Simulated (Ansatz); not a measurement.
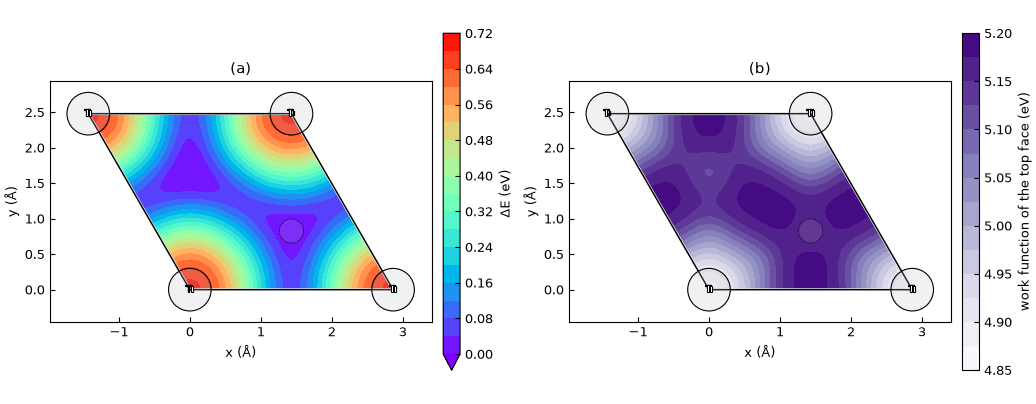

Si on a Ti(001) slab cut from the P6_3/mmc phase, its upper half relaxed before the scan (5 atoms of substrate and one adsorbate in a 1 × 1 cell). Si is moved over the surface cell; relaxed at each place: the height of the adsorbate's atoms; substrate rigid; the origin of the map has the adsorbate above Ti5. Places are given modulo a cell vector. The map is drawn in real space over the plane of the surface. The grid has 6 × 6 points; 10 points were computed and 26 follow by symmetry. Energies are in eV, from the lowest grid point. With one adsorbate in each 1 × 1 cell, its nearest image is 2.9 Å away, so neighbouring adsorbates interact. Level of theory: Ansatz 0.2.0, DFT LDA, scalar-relativistic, plane waves, PAW. Settings: cutoff 420 eV, k-mesh 9×9×1, gaussian smearing 0.1 eV, no spin polarisation.

Panel (a) is the energy; panel (b) is the computed work function of the top face, in eV.

The picture shows filled contours, labelled circles for the atoms of the top layer and small ones for the second layer, the outline of one cell of the plane. Between grid points the surface is interpolated.

Q: How does the work function of the top face vary over the map, and what is it at the lowest grid point?

A: It runs from 4.87 eV at the top site over a surface Ti atom, (0/6, 0/6) of the cell vectors to 5.18 eV at a bridge site between two Ti atoms, (0/6, 3/6) of the cell vectors. At the lowest grid point, a threefold hollow, (2/6, 4/6) of the cell vectors, it is 5.12 eV.

PAW datasets: the set soft_1.
